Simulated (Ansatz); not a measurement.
# H4InO3P: inputs that go wrong

5 inputs were typed for H4InO3P. Each is run as it stands; the log then has to tell whether the result can be used.

Computed with Ansatz 0.2.0, Gaussian basis. Level: the settings change from run to run.

**1. The relaxed structure**

An earlier PBE0-D4 in a triple-zeta def2 set relaxation fixed the geometry. In takes a core potential in def2 sets; no spin-orbit term is included.

SMILES `OP(O)[O][InH2]`, 9 atoms, charge 0, spin multiplicity 1.

Atoms are counted from 1 here; the program's logs count them from 0.

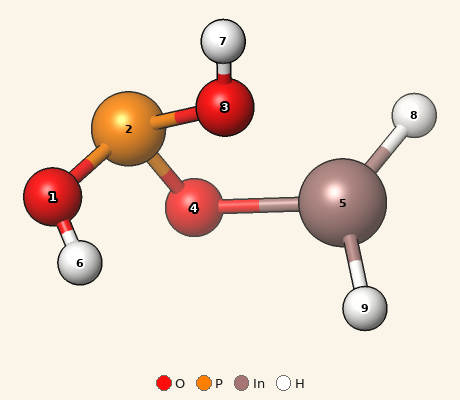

The geometry (oxygen red, phosphorus orange, indium brown, hydrogen white); atoms are numbered from 1 in the order of the file.

**2. Input 1**

File in.yaml:

```yaml
crystal:
  periodic: [false, false, false]
  atoms:
    - {symbol: O, position_ang: [-1.075875, 1.662663, 1.243911]}
    - {symbol: P, position_ang: [-0.349891, 1.428931, -0.183537]}
    - {symbol: O, position_ang: [1.003758, 0.437421, 0.331002]}
    - {symbol: O, position_ang: [-1.088823, 0.199222, -0.801151]}
    - {symbol: In, position_ang: [0.231546, -1.442073, -0.789675]}
    - {symbol: H, position_ang: [-1.467150, 0.855395, 1.604461]}
    - {symbol: H, position_ang: [1.838647, 0.909035, 0.408107]}
    - {symbol: H, position_ang: [1.154655, -1.492214, -2.222909]}
    - {symbol: H, position_ang: [-0.246867, -2.558390, 0.409791]}
basis:
  gaussian: {orbitals: def2-SVP, fitting: {mean_field: cc-pVTZ-jkfit}}
hamiltonian: {xc: {name: HF}}
correlation: {method: ccsd, electrons: all}
accuracy: high
```

Command:

```
$ ansatz run in.yaml --threads 4 --pin off --events-out ev --progress --plain --max-ram 10444MiB
```

What it wrote:

```text
Functional definition: HF
  name "HF"
  cite "Fock, Z. Phys. 61, 126 (1930) doi:10.1007/BF01340294"
  parent pbe
  exchange = exact_x
  correlation = 0
Error: <dir> the basis set cc-pVTZ-JKFIT has no functions for In
```

Wall time 0.05 s (4 threads of Arm Neoverse V1, shared host).

**Diagnosis.** Refused before any calculation. The fitting set named has no entry for an element of this molecule. Cure: leave the fitting key out, or name a set that covers all elements and suits the basis.

**3. Input 2**

File in.yaml:

```yaml
crystal:
  periodic: [false, false, false]
  atoms:
    - {symbol: O, position_ang: [-1.075875, 1.662663, 1.243911]}
    - {symbol: P, position_ang: [-0.349891, 1.428931, -0.183537]}
    - {symbol: O, position_ang: [1.003758, 0.437421, 0.331002]}
    - {symbol: O, position_ang: [-1.088823, 0.199222, -0.801151]}
    - {symbol: In, position_ang: [0.231546, -1.442073, -0.789675]}
    - {symbol: H, position_ang: [-1.467150, 0.855395, 1.604461]}
    - {symbol: H, position_ang: [1.838647, 0.909035, 0.408107]}
    - {symbol: H, position_ang: [1.154655, -1.492214, -2.222909]}
    - {symbol: H, position_ang: [-0.246867, -2.558390, 0.409791]}
basis:
  gaussian: {orbitals: def2-SVP, fitting: {mean_field: cc-pVTZ-jkfit}}
magnetization: {spin_polarized: true, initial_magnetization: 0}
hamiltonian: {xc: {name: PBE0-DH}}
```

Launched as before.

What it wrote:

```text
Functional definition: PBE0-DH
  name "PBE0-DH"
  cite "Brémond & Adamo, J. Chem. Phys. 135, 024106 (2011) doi:10.1063/1.3604569"
  cite "Perdew, Burke & Ernzerhof, Phys. Rev. Lett. 77, 3865 (1996) doi:10.1103/PhysRevLett.77.3865"
  parameter a = 1/2
  parameter c = 1/8
  exchange = (1 - a)*pbe_x + a*exact_x
  correlation = (1 - c)*pbe_c + c*(mp2_os + mp2_ss)
Error: <dir> the basis set cc-pVTZ-JKFIT has no functions for In
```

It took 0.05 s on 4 threads of Arm Neoverse V1, shared host.

**Diagnosis.** Refused before any calculation. The fitting set named has no entry for an element of this molecule. Cure: leave the fitting key out, or name a set that covers all elements and suits the basis.

**4. Input 3**

File in.yaml:

```yaml
crystal:
  periodic: [false, false, false]
  atoms:
    - {symbol: O, position_ang: [-2.069759, 3.104189, 2.246568]}
    - {symbol: P, position_ang: [-0.648911, 2.872256, -0.313322]}
    - {symbol: O, position_ang: [1.669446, 0.954900, 0.590151]}
    - {symbol: O, position_ang: [-1.877258, 0.374420, -1.461299]}
    - {symbol: In, position_ang: [0.483629, -2.729294, -1.421788]}
    - {symbol: H, position_ang: [-2.832884, 1.707716, 3.032686]}
    - {symbol: H, position_ang: [3.241956, 1.713950, 0.808413]}
    - {symbol: H, position_ang: [2.211017, -2.764851, -4.224533]}
    - {symbol: H, position_ang: [-0.535172, -4.813494, 0.943386]}
basis:
  gaussian: {orbitals: def2-mTZVP, final_grid: {core_spheres: 5, valence_spheres: 4, degree: 11}}
magnetization: {spin_polarized: true, initial_magnetization: 2}
hamiltonian: {xc: {name: r2SCAN50}, dispersion: d3bjatm}
scf: {lower_state_search: light}
```

The command is unchanged.

What it wrote (excerpt; [...] marks lines left out):

```text
Functional definition: r2SCAN50
  name "r2SCAN50"
  cite "Bursch, Neugebauer, Ehlert & Grimme, J. Chem. Phys. 156, 134105 (2022) doi:10.1063/5.0086040"
  cite "Furness, Kaplan, Ning, Perdew & Sun, J. Phys. Chem. Lett. 11, 8208 (2020) doi:10.1021/acs.jpclett.0c02405"
  cite "Furness, Kaplan, Ning, Perdew & Sun, J. Phys. Chem. Lett. 11, 9248 (2020) doi:10.1021/acs.jpclett.0c03077"
  parent r2scan
[...]
1386 factors; integrals over basis functions are off by at most 2.9e-4 eV
[...]
mean field -20643.00619217 eV, -758.6164852302 hartree, gradient 7.2e-6 eV, S^2 6.554253; 8 other end points of the search recorded, 0 dependent functions left out
reference -20643.00621243 eV, -758.6164859745 hartree; 33, 31 occupied and 109, 111 virtual orbitals, 1386 factors
Total energy: -20643.07431177 eV, -758.6189885792 hartree
```

Wall time 34 s (4 threads of Arm Neoverse V1, shared host); peak memory 0.63 GiB.

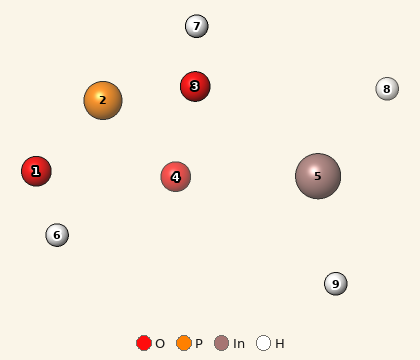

The geometry of this input.

**Diagnosis.** The run converged, but a converged run isn't a right one. The coordinates are in bohr but typed as ångström. The shortest distance is 1.76 Å (O3–H7), against 0.96 Å in the relaxed molecule. It also asks for charge 0 and multiplicity 3, another species or state than the molecule above. Its energy is no property of the relaxed molecule. Cure: take the coordinates from the file in ångström, and set charge and spin to those of the species named.

**5. Input 4**

File in.yaml:

```yaml
crystal:
  periodic: [false, false, false]
  atoms:
    - {symbol: O, position_ang: [-1.075875, 1.662663, 1.243911]}
    - {symbol: P, position_ang: [-0.349891, 1.428931, -0.183537]}
    - {symbol: O, position_ang: [1.003758, 0.437421, 0.331002]}
    - {symbol: O, position_ang: [-1.088823, 0.199222, -0.801151]}
    - {symbol: In, position_ang: [0.231546, -1.442073, -0.789675]}
    - {symbol: H, position_ang: [-1.467150, 0.855395, 1.604461]}
    - {symbol: H, position_ang: [1.838647, 0.909035, 0.408107]}
    - {symbol: H, position_ang: [1.154655, -1.492214, -2.222909]}
    - {symbol: H, position_ang: [-0.246867, -2.558390, 0.409791]}
basis:
  gaussian: {orbitals: def2-TZVP, final_grid: {core_spheres: 1, valence_spheres: 1, degree: 5}}
hamiltonian: {xc: {name: PBE}}
```

Launched as before.

What it wrote:

```text
Functional definition: PBE
  name "PBE"
  cite "Perdew, Burke & Ernzerhof, Phys. Rev. Lett. 77, 3865 (1996) doi:10.1103/PhysRevLett.77.3865"
  parent pbe
  parameter kappa = 0.804
  parameter beta = 0.06672455060314922
  exchange = pbe_x(kappa = kappa, mu = beta*pi^2/3)
  correlation = pbe_c(beta = beta)
1287 factors; their error is unknown
mean field evaluation 1: about -20647.6993 eV, gradient 1.0e2 eV
mean field evaluation 2: about -20534.5652 eV, gradient 2.3e2 eV
mean field evaluation 4: about -20661.8165 eV, gradient 3.3e1 eV
mean field evaluation 8: about -20663.6723 eV, gradient 4.9e-1 eV
mean field evaluation 16: about -20638.9311 eV, gradient 1.8e1 eV
mean field evaluation 32: about -20639.3568 eV, gradient 1.5e-1 eV
mean field -20639.34786940 eV, -758.4820443482 hartree, gradient 7.8e-5 eV, S^2 0.000000; 0 other end points of the search recorded, 0 dependent functions left out
reference -20639.34807468 eV, -758.4820518917 hartree; 32, 32 occupied and 172, 172 virtual orbitals, 1287 factors
Total energy: -20639.34807468 eV, -758.4820518917 hartree
```

Wall time 1.5 s (4 threads of Arm Neoverse V1, shared host); peak memory 0.25 GiB.

What is wrong: The run converged, but a converged run isn't a right one. The integration grid is far too coarse. Its energy carries the error of the grid. To mend it, drop final_grid and take the default grid.

**6. Input 5**

File in.yaml:

```yaml
crystal:
  periodic: [false, false, false]
  atoms:
    - {symbol: O, position_ang: [-0.886666, 1.676925, 0.949405]}
    - {symbol: P, position_ang: [-0.335249, 1.502829, -0.110735]}
    - {symbol: O, position_ang: [0.923111, 0.564864, 0.339311]}
    - {symbol: O, position_ang: [-1.121093, 0.214783, -0.686009]}
    - {symbol: In, position_ang: [0.130882, -1.696139, -0.704807]}
    - {symbol: D, position_ang: [-1.603714, 0.933948, 1.620444]}
    - {symbol: H, position_ang: [1.970150, 0.801789, 0.319786]}
    - {symbol: H, position_ang: [1.253020, -1.399402, -2.251141]}
    - {symbol: H, position_ang: [-0.528704, -2.550556, 0.255582]}
basis:
  gaussian: {orbitals: def2-TZVP}
hamiltonian: {xc: {name: B3LYP}}
scf: {lower_state_search: light}
```

Launched as before.

What it wrote:

```text
Error: YAML parse error: error: line 9 column 16: `D` is not an element symbol (H … Og, case-exact)
  --> <input>:9:16
   |
 7 |     - {symbol: O, position_ang: [-1.121093, 0.214783, -0.686009]}
 8 |     - {symbol: In, position_ang: [0.130882, -1.696139, -0.704807]}
 9 |     - {symbol: D, position_ang: [-1.603714, 0.933948, 1.620444]}
   |                ^ `D` is not an element symbol (H … Og, case-exact)
10 |     - {symbol: H, position_ang: [1.970150, 0.801789, 0.319786]}
11 |     - {symbol: H, position_ang: [1.253020, -1.399402, -2.251141]}
   |
```

Wall time 0.05 s (4 threads of Arm Neoverse V1, shared host).

**Diagnosis.** Refused before any calculation. An element symbol is wrong. Its coordinates are also moved off the relaxed structure (shortest distance 1.07 Å, against 0.96 Å), and have to be restored too. To mend it, correct the symbol.

**7. Summary**

```
input                level      ended                                                               cause    time
    1        CCSD/def2-SVP    refused  the fitting set named has no entry for an element of this molecule  0.05 s
    2     PBE0-DH/def2-SVP    refused  the fitting set named has no entry for an element of this molecule  0.05 s
    3  r2SCAN50/def2-mTZVP  converged                   the coordinates are in bohr but typed as ångström    34 s
    4        PBE/def2-TZVP  converged                              the integration grid is far too coarse   1.5 s
    5      B3LYP/def2-TZVP    refused                                          an element symbol is wrong  0.05 s
```

3 refused, 2 converged. A refusal costs next to no computing time. The dangerous case is the input that converges on a wrong geometry, charge, spin, basis or grid: often only a look at the input shows it.
